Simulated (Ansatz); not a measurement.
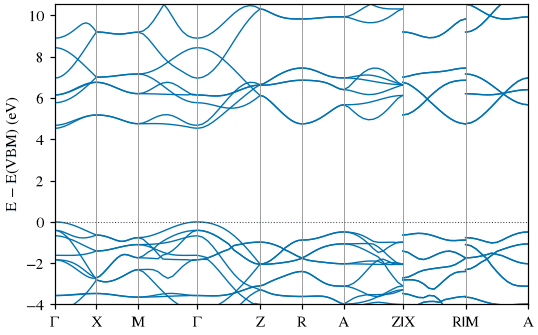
Fig. 1. Band structure from r²SCAN (plane waves, PAW; program Ansatz)

Q: Read off the gap and where the band edges lie.

A: About 4.5 eV (4.53 eV by a search for the band edges); maximum at Γ, minimum at Γ.

The material is HfO$_{2}$ (rutile, space group No. 136).

Space group P4_2/mnm (rutile). The workflow started from a Materials Project entry (that database holds measured and hypothetical structures alike); the Crystallography Open Database copy checked does not list it. It is not the phase usual at ambient conditions (space group No. 14, 29). The r²SCAN relaxation kept the symmetry of its start; of distortions, only those at the zone centre were tested. No spin polarisation was allowed. Spin–orbit coupling is left out wherever it is not named.

Potentials: the earlier of the program's two PAW sets.
